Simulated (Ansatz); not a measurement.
The calculation's input:

```
crystal:
  periodic: [false, false, false]
  atoms:
    - { symbol: O, position_ang: [-1.3034, -1.231, 1.8774] }
    - { symbol: Si, position_ang: [-0.479, 0.0147, 1.147] }
    - { symbol: F, position_ang: [-1.5014, 1.2603, 0.9524] }
    - { symbol: O, position_ang: [0.0891, -0.4572, -0.3463] }
    - { symbol: Si, position_ang: [0.9549, 0.1444, -1.5649] }
    - { symbol: F, position_ang: [2.4238, 0.4204, -0.9683] }
    - { symbol: H, position_ang: [-2.2348, -1.2511, 1.5451] }
    - { symbol: H, position_ang: [0.7087, 0.4124, 1.9948] }
    - { symbol: H, position_ang: [0.3924, 1.4506, -1.9895] }
    - { symbol: H, position_ang: [1.0328, -0.8147, -2.6446] }
basis:
  gaussian:
    orbitals: def2-SVP
hamiltonian:
  xc: r2scan0
output:
  orbitals: {}
  forces: true
```

Launched as:

```sh
python f2h4o2si2.py --xc r2scan0
```

Not at a stationary point (largest force 1.9 eV/Å).

Method: Ansatz 0.2.0, SCF r2SCAN0, Gaussian basis.

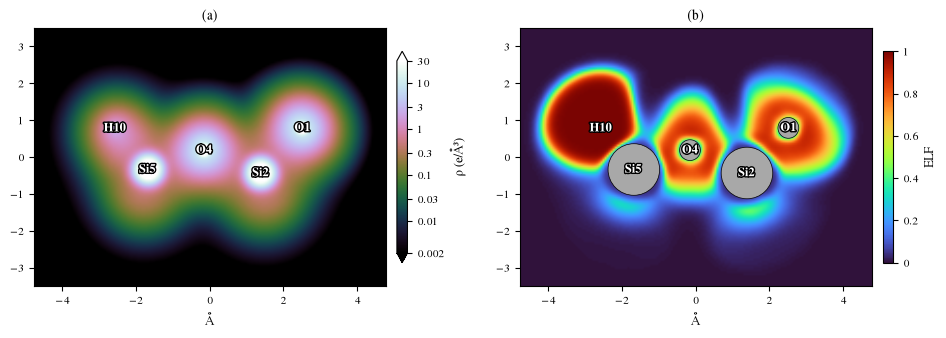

F2H4O2Si2 (SMILES O[SiH](F)O[SiH2]F). (a) total electron density; (b) ELF on the plane of atoms O4, Si5 and H10. Grey discs cover the atomic cores in the ELF map.

Q: What does the map show?

A: Atoms in the plane: O, Si and H.
Si–O (1.61 Å): the density is about 1.2 e/Å³ at the midpoint; the ELF peaks at about 0.85 between the atoms (a shared but strongly polarised pair).
Si–O (1.66 Å): the density is about 1.1 e/Å³ at the midpoint; the ELF peaks at about 0.90 between the atoms; a polar covalent bond.
Si–H (1.45 Å): the density is about 0.84 e/Å³ at the midpoint; the ELF climbs to about 1 towards the hydrogen, as it does in any bond to H.
The ELF also peaks beside O1 and O4, away from the bonds: lone-pair regions.
